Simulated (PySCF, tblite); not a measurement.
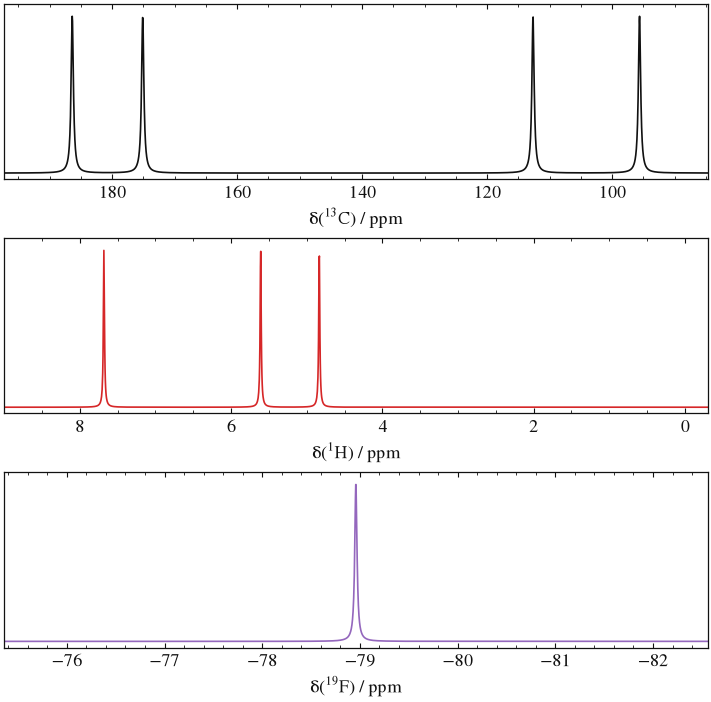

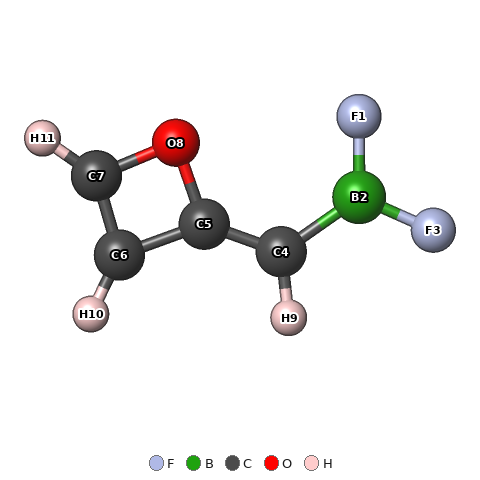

Spectrum and numbered structure of C₄H₃BF₂O, SMILES FB(F)/C=C1/C=CO1. GIAO shifts, PBE0/pcSseg-1 in PySCF 2.14.0, at a GFN2-xTB geometry (a minimum by its frequencies), against TMS for ¹³C, TMS for ¹H and CFCl₃ for ¹⁹F computed at the same level (¹⁹F: this reference is a hard case for the method, so all values can be off together by tens of ppm, and differences between signals are safer). Gas phase, fully decoupled, line heights follow the number of nuclei, widths are arbitrary (no quadrupolar broadening); values of one conformer, averaged over nuclei that symmetry or rotation about single bonds exchange, these motions taken as fast; other conformers aren't averaged in.

Question: Which atoms give which ¹³C line?

Answer:
| δ (ppm) | nuclei | atoms |
| --- | --- | --- |
| 186.4 | 1 | C5 |
| 175.1 | 1 | C7 |
| 112.7 | 1 | C6 |
| 95.6 | 1 | C4 |

Question: Which atoms give which ¹H line?

Answer:
| δ (ppm) | nuclei | atoms |
| --- | --- | --- |
| 7.68 | 1 | H11 |
| 5.61 | 1 | H10 |
| 4.83 | 1 | H9 |

Question: Where does the ¹⁹F line lie?

Answer: At −79.0 ppm (F1 and F3).

Caveats: the tight-binding geometry is rougher than a DFT one and adds to the error.
